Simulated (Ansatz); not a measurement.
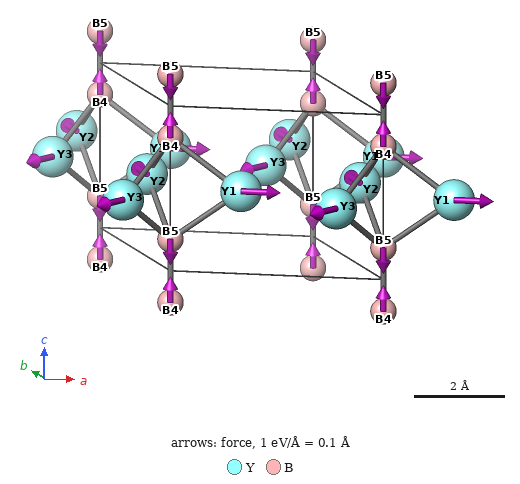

Starting geometry of crystalline Y3B2 (a generated structure, set up in P-62m) (coarse preliminary run) with the computed forces as purple arrows. A ball-and-stick model of the cell of the calculation, seen slightly off an axis.

Theory: DFT PBE, scalar-relativistic, plane waves, PAW in Ansatz 0.2.0. Set-up: plane-wave cutoff 420 eV; k-point mesh 6 × 6 × 4; occupations gaussian; smearing width 0.1 eV; no spin polarisation; cell and atoms relaxed; force threshold 0.04 eV/Å; at most 70 steps.

What follows when this structure is relaxed?

It isn't relaxed: the largest force vector, on Y atoms, is 9.05 eV/Å. The final displacements follow the starting forces only in part (cosine between the two patterns 0.57). The energy falls by 2713 meV per atom in 14 accepted moves (16 points after the start). The largest force component goes from 9 to 0.019 eV/Å. Pressure: 75.33 GPa at the start and −0.08 GPa at the end. At 2 points the geometry stayed and the basis and grid were re-selected for the new cell (energy shift of 51.0 meV per atom at most each time). The largest moves relative to the cell, 0.30 Å, are those of Y1, Y2 and Y3. Y2 goes along +b. Largest moves by element: Y 0.30 Å, B 0.18 Å. The drawn cell changes as follows: a = b 4.829 → 6.560 Å (+35.9 %), c 3.752 → 3.163 Å (−15.7 %); the volume changes by +55.6 %. Near-neighbour distances that change, for instance: Y1–Y2 2.775 → 4.283 Å, Y1–Y2 (another image) 2.794 → 3.566 Å, B4–B5 2.308 → 1.578 Å, Y1–B4 1.975 → 2.596 Å. New bonds form: B4–B5 (2.31 → 1.58 Å). Among the angles between lasting bonds that change: Y1–B4–Y2 89.3° → 111.2°, Y1–B4–B5 125.8° → 107.7°. The space group stays P-62m (No. 189).

Limits of the set-up: the k-point mesh is coarse for a cell with partly filled bands.
